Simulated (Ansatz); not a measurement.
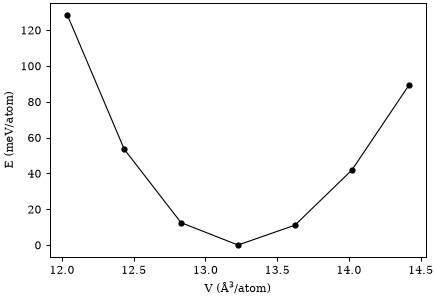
Figure: Rh (fcc (Cu type), Fm-3m) under volume change, the program Ansatz at the LDA level (PAW), scaled uniformly.

Question: What does a third-order Birch–Murnaghan fit give for V₀, B₀ and B′?

Answer: V₀ = 13.23 Å³/atom, B₀ = 317 GPa, B′ = 5.1.

Symmetry was held in the LDA relaxation. No spin polarisation was allowed.

Potentials: the earlier of the program's two PAW sets. The files were generated under PBE; for other functionals the program regenerates the frozen cores, and for LDA and PBEsol the local potential too.
